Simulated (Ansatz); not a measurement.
CH₄AlClO···H₂O

```xyz
11

Al   -0.6950    0.2984    0.4616
O     1.6834    1.0244   -1.4801
C    -0.3688   -1.6165    0.5059
O    -2.0987    0.9366   -0.2813
H     1.8489    1.5562   -0.6781
Cl    0.5824    1.6750    1.6221
H     2.2792    0.2619   -1.3531
H     0.5488   -1.8673    1.0736
H    -1.2244   -2.1394    0.9822
H    -0.2699   -2.0156   -0.5247
H    -2.2858    1.8863   -0.3279
```

Not at a stationary point (largest force 0.9 eV/Å).

Method: RKS PBE-D4/def2-SVP in Ansatz 0.2.0.

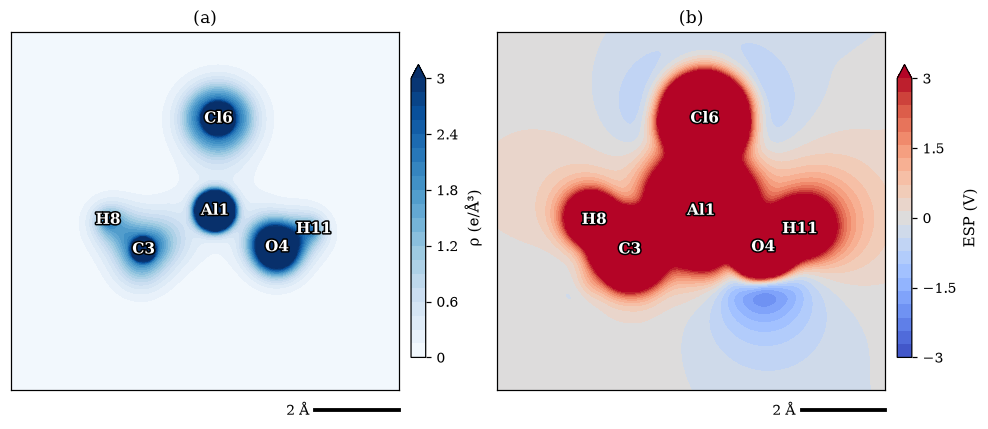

Figure 1. (a) total electron density; (b) electrostatic potential on the plane of atoms Al1, C3 and H8.

Q: Read the bonding off the picture.

A:
- The section cuts through Al, C, O, Cl and H sites.
- Al–O (1.71 Å): the density is about 0.82 e/Å³ at the midpoint.
- C–Al (1.94 Å): the density is about 0.72 e/Å³ at the midpoint.
- Al–Cl (2.21 Å): ρ is about 0.58 e/Å³ halfway.
- O–H (0.97 Å): ρ is about 3.6 e/Å³ halfway.
- C–H (1.11 Å): ρ at the midpoint is about 1.8 e/Å³.
- Outside the dense part of the complex the potential is most negative (−2.0 V) near O4.

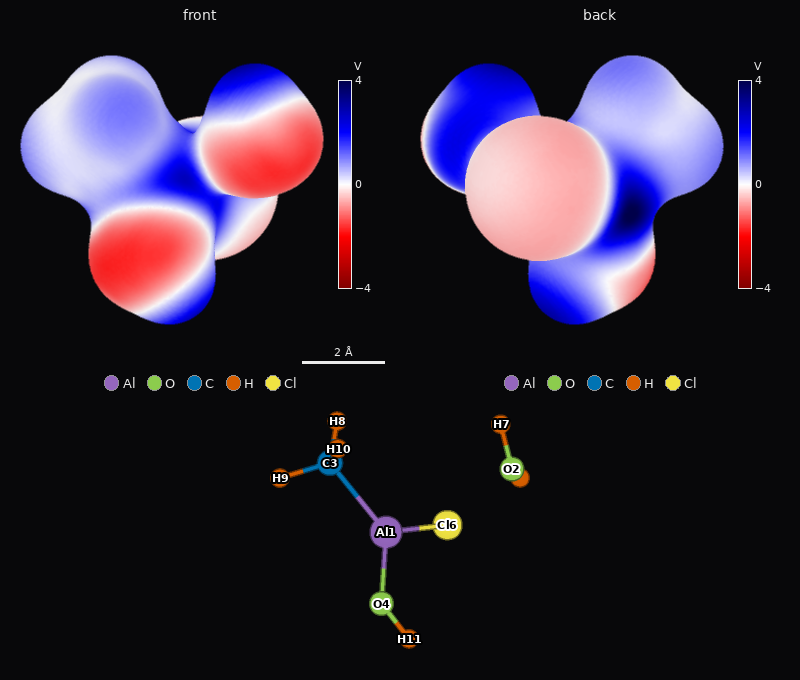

Figure 2. The molecular electrostatic potential painted on the density surface at 0.004 e/bohr³, seen from the front and from behind; red is negative and blue positive. The bare structure is drawn below in the same view.

Q: Which sites attract a positive test charge, and which a negative one?

A: A positive charge is drawn to the negative regions and a negative charge to the positive ones. The most negative region (about −1.7 V, or −39 kcal/mol for a unit charge) lies over O4, the most positive (about +3.6 V, or +83 kcal/mol for a unit charge) over Al1. O4 is the likeliest acceptor of a hydrogen bond.

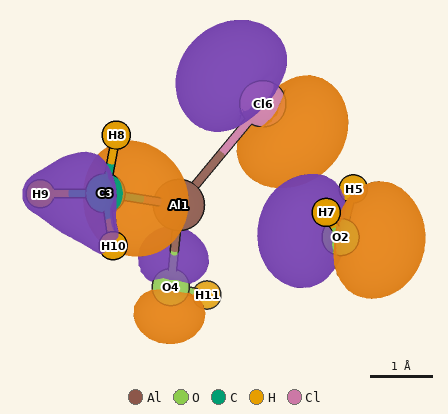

Figure 3. The HOMO at ±0.1 Å⁻³ᐟ² (orange and purple are the two phases), seen from one side.

Q: What is the character of this orbital?

A: It lies mainly on O2 (about 40 %), Cl6 (about 30 %) and C3 (about 10 %). Its energy is −7.04 eV.

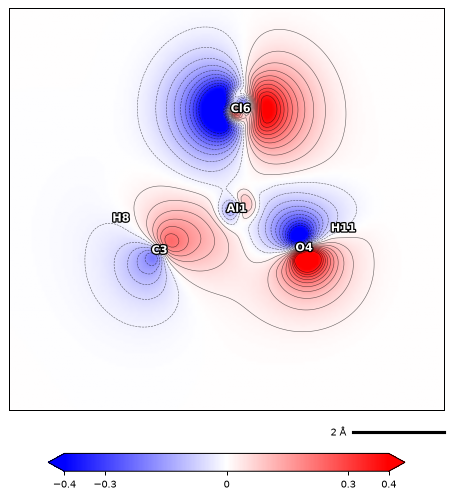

Figure 4. The HOMO−1 on the plane of atoms Al1, C3 and H8 (values in Å⁻³ᐟ²; the overall sign is arbitrary).

Q: Where does this orbital lie, and at what energy?

A: It lies mainly on Cl6 (about 50 %), O2 (about 25 %) and O4 (about 10 %); largely a combination of lone pairs on Cl6, O2 and O4. Its energy is −7.08 eV.
